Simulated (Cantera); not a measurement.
Feed: 1 mol Fe, 0.38 mol CO, a varied amount of H₂, held at 1700 K and 0.00133 bar.

Method: chemical equilibrium by Gibbs-energy minimisation in Cantera with the NASA 1993 tables (ideal gas, pure condensed phases). Candidate condensed phases: C, C₆H₆, C₇H₈, C₈H₁₈, Fe, Fe(CO)₅, FeO, Fe(OH)₂, Fe(OH)₃, Fe₂O₃, Fe₃O₄, H₂O; 114 gas species. Kinetics and transport are ignored.

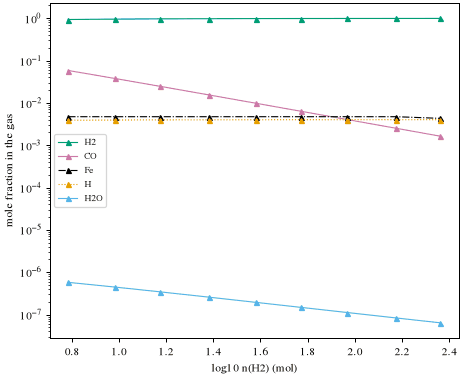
*Equilibrium gas composition (values under 1e-9 drawn at 1e-9)*

Read off the mole fractions at 150 mol H₂.

H₂ about 0.99, Fe about 0.0047, H about 0.0040, CO about 0.0025, H₂O about 8.3e-8.
